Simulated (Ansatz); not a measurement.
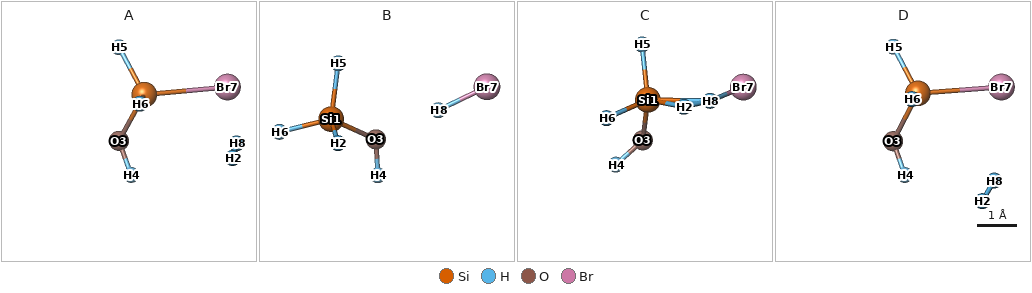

4 geometries from a converged minimum-energy path of SiH5OBr, shuffled. The picture is a ball-and-stick view, seen at a tilt.

All numbers below come from Ansatz 0.2.0, RKS r2SCANh-D4/def2-SVP. Settings: 9 movable images; climbing image; force threshold 0.05 eV/Å; iteration limit 60; starting path through a guess of the saddle point.

Which of them lies highest in energy?

Answer. C. In order along the path, whose images run from 0 to 10: B (image 0, 0.0 kcal/mol), C (image 5, +36.3 kcal/mol), A (image 8, −13.4 kcal/mol), D (image 9, −13.6 kcal/mol). Breaking: Br7–H8 (1.45 → 1.85 at the top → 3.28 Å), Si1–H2 (1.49 → 1.71 at the top → 3.81 Å). Forming: H2–H8 (3.62 → 0.92 at the top → 0.76 Å), Si1–Br7 (4.25 → 2.65 at the top → 2.24 Å).

Cost: 9.8 min on 2 threads of Arm Neoverse V1 (shared host), peak memory 0.21 GiB.
